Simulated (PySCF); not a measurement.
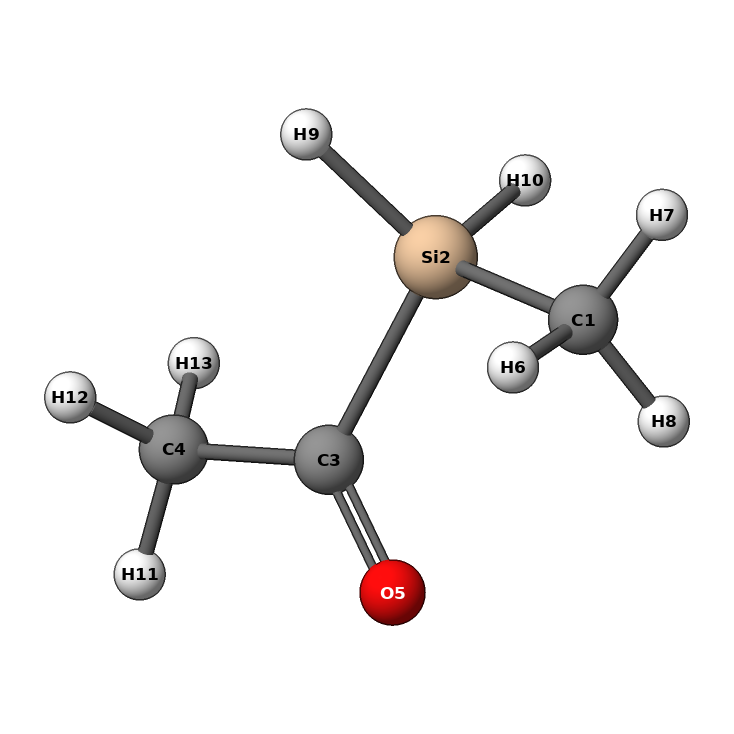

The questions are on isotropic NMR shieldings of the H atoms. The geometry was computed by an optimisation with PBE0-D3(BJ)/def2-SVP. No frequency run is at hand to confirm it as a minimum. Properties computed with GIAO PBE0/cc-pVTZ NMR shielding, non-relativistic, gas phase (PySCF 2.14.0).

Q: Which H atom is the most shielded (lowest chemical shift)?

A: H7 (31.29 ppm).

Q: Which H atom is the least shielded (highest chemical shift)?

A: H9 (26.82 ppm).

Q: How wide is the range of H shifts?

A: 4.47 ppm.

List the isotropic NMR shieldings of the H atoms.

| atom | σ (ppm) |
| --- | --- |
| H6 | 31.27 |
| H7 | 31.29 |
| H8 | 30.68 |
| H9 | 26.82 |
| H10 | 27.08 |
| H11 | 29.17 |
| H12 | 28.93 |
| H13 | 28.67 |
